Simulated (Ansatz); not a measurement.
# AlHOF (SMILES [O][AlH][F]): levels of theory compared

We compute a comparison of 6 runs (U-r2SCAN0/STO-3G, UB2PLYP/STO-3G, UBHLYP/STO-3G, UBLYP/STO-3G, UCAM-B3LYP/STO-3G, UCCSDT/STO-3G) of AlHOF. 

The results are computed with Ansatz 0.2.0.

70 further runs of the same task are left out: 5 that didn't finish, 65 set aside as unsound or not needed.

**1. The molecule**

AlHOF: 4 atoms, total charge 0, spin state doublet. As SMILES, `[O][AlH][F]`. The H4–Al2 distance was set to 1.955 Å, away from the relaxed value.

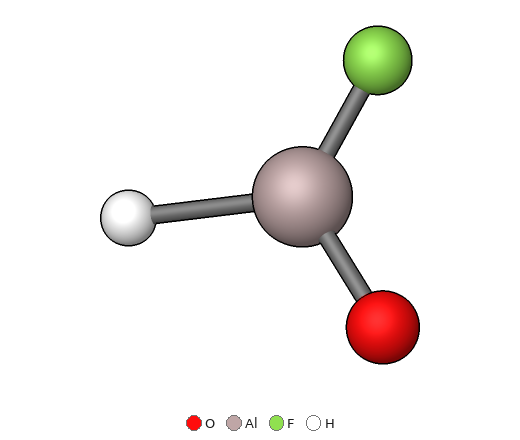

The structure, seen from a chosen angle (oxygen red, aluminium light grey, fluorine green, hydrogen white).

**2. The energy at U-r2SCAN0/STO-3G (run 1)**

The input, job.yaml:

```yaml
crystal:
  periodic: [false, false, false]
  atoms:
    - {symbol: O, position_ang: [-0.436805, -1.301498, 1.312751]}
    - {symbol: Al, position_ang: [-0.270305, -0.213798, -0.023649]}
    - {symbol: F, position_ang: [-1.435005, -0.250198, -1.178849]}
    - {symbol: H, position_ang: [1.272100, 0.985600, -0.090400]}
basis:
  gaussian:
    orbitals: STO-3G
magnetization:
  spin_polarized: true
  initial_magnetization: 1
hamiltonian:
  xc: {name: r2SCAN0}
accuracy: high
```

On the command line:

```sh
$ ansatz run job.yaml --threads 1 --pin off --max-ram 2610MiB --events-out events.jsonl --progress --plain --runs-dir runs
```

Output:

```text
Warning: RAYON_NUM_THREADS=1 ignored (pool sized by the plan → 1); use --threads N
Functional definition: r2SCAN0
  name "r2SCAN0"
  parameter a = 0.25
  parameter k0 = 0.174
  parameter k1 = 0.065
  parameter a1 = 4.9479
  exchange = (1 - a)*r2scan_x(k0 = k0, k1 = k1, a1 = a1) + a*exact_x
  correlation = r2scan_c
356 factors; integrals over basis functions are off by at most 3.6e-8 eV
mean field evaluation 1: about -11219.9833 eV, gradient 2.4e1 eV
mean field evaluation 2: about -11198.6690 eV, gradient 6.7e1 eV
mean field evaluation 4: about -11225.4936 eV, gradient 4.6e0 eV
mean field evaluation 8: about -11225.6723 eV, gradient 2.1e-1 eV
mean field evaluation 16: about -11225.6742 eV, gradient 8.8e-4 eV
mean field evaluation 32: about -11225.4611 eV, gradient 1.1e0 eV
mean field -11225.67424640 eV, -412.5359195200 hartree, gradient 1.7e-8 eV, S^2 0.754989; 2 other end points of the search recorded, 0 dependent functions left out
reference -11225.67424689 eV, -412.5359195379 hartree; 16, 15 occupied and 4, 5 virtual orbitals, 356 factors
Total energy: -11225.67424689 eV, -412.5359195379 hartree
```

Run time: 6.9 s. Hardware: 1 thread of Arm Neoverse V1, shared host; peak memory 0.23 GiB.

**3. A single-point energy at UB2PLYP/STO-3G (run 2)**

The input, in.yaml:

```yaml
crystal:
  periodic: [false, false, false]
  atoms:
    - {symbol: O, position_ang: [-0.436805, -1.301498, 1.312751]}
    - {symbol: Al, position_ang: [-0.270305, -0.213798, -0.023649]}
    - {symbol: F, position_ang: [-1.435005, -0.250198, -1.178849]}
    - {symbol: H, position_ang: [1.272100, 0.985600, -0.090400]}
basis:
  gaussian: {orbitals: STO-3G}
magnetization: {spin_polarized: true, initial_magnetization: 1}
hamiltonian: {xc: {name: B2PLYP}}
correlation: {frozen_orbitals: {Al: 5, F: 1, H: 0, O: 1}}
accuracy: high
```

On the command line:

```sh
$ ansatz run in.yaml --threads 1 --pin off --max-ram 2610MiB --events-out events.jsonl --progress --plain --runs-dir runs
```

Output, cut to the lines that bear on the results:

```text
Warning: RAYON_NUM_THREADS=1 ignored (pool sized by the plan → 1); use --threads N
Functional definition: B2PLYP
  name "B2PLYP"
[...]
356 factors; integrals over basis functions are off by at most 3.6e-8 eV
[...]
mean field -11218.07407123 eV, -412.2566182341 hartree, gradient 5.4e-8 eV, S^2 0.754387; 4 other end points of the search recorded, 0 dependent functions left out
7 core orbitals not correlated: weight in the atoms' cores, before any rotation towards them, 1.000 or more for the frozen orbitals, at most 0.000 for the correlated occupied ones
reference -11218.07408585 eV, -412.2566187712 hartree; 9, 8 occupied and 4, 5 virtual orbitals, 356 factors
second order -2.86485973 eV of doubles, -0.00000000 eV of singles
Total energy: -11218.84759797 eV, -412.2850448175 hartree
```

Wall time 3.6 s (1 thread of Arm Neoverse V1, shared host); peak memory 0.13 GiB.

Runs 3 to 5 aren't shown in full; the table further down has their settings and results.

**4. A single-point energy at UCCSDT/STO-3G (run 6)**

Edit in.yaml of step 3 so:

```diff
@@ -10,4 +10,4 @@
 magnetization: {spin_polarized: true, initial_magnetization: 1}
-hamiltonian: {xc: {name: B2PLYP}}
-correlation: {frozen_orbitals: {Al: 5, F: 1, H: 0, O: 1}}
+correlation: {method: ccsdt, frozen_orbitals: {Al: 5, F: 1, H: 0, O: 1}}
 accuracy: high
+scf: {omitted_lower_state_checks: [cluster_reference, increment]}
```

On the command line:

```sh
$ ansatz run in.yaml --threads 1 --pin off --max-ram 2610MiB --events-out events.jsonl --progress --plain --runs-dir runs
```

Output:

```text
Warning: RAYON_NUM_THREADS=1 ignored (pool sized by the plan → 1); use --threads N
[... 15 lines left out ...]
7 core orbitals not correlated: weight in the atoms' cores, before any rotation towards them, 1.000 or more for the frozen orbitals, at most 0.000 for the correlated occupied ones
[... 47 lines left out ...]
Total energy: -11198.72641529 eV, -411.5456049927 hartree
Checks for a lower state left out: cluster_reference, increment
```

Wall time 1.7 s (1 thread of Arm Neoverse V1, shared host).

**5. All runs side by side**

```tsv
run	level	frozen core orbitals	energy (Eh)	⟨S²⟩	wall time
1	U-r2SCAN0/STO-3G	–	-412.535920	0.755	6.9 s
2	UB2PLYP/STO-3G	7	-412.285045	0.754	3.6 s
3	UBHLYP/STO-3G	–	-412.569303	0.754	2.5 s
4	UBLYP/STO-3G	–	-412.545648	0.754	2.6 s
5	UCAM-B3LYP/STO-3G	–	-412.524407	0.753	2.8 s
6	UCCSDT/STO-3G	7	-411.545605	0.757	1.7 s
```

**6. Summary of results**

```
                                          quantity          value
                               run 6: total energy  -411.54560 Eh
run 6: correlation energy (7 core orbitals frozen)      -97.5 mEh
          run 6: ⟨S²⟩ of the reference determinant          0.757
                              run 6: T1 diagnostic          0.020
```

**Reading.** Totals of different functionals can't be ranked against each other. In runs 1, 2, 3, 4, 5, 6 the basis is minimal, so the values are rough. All runs together took 20 s, the longest 6.9 s.
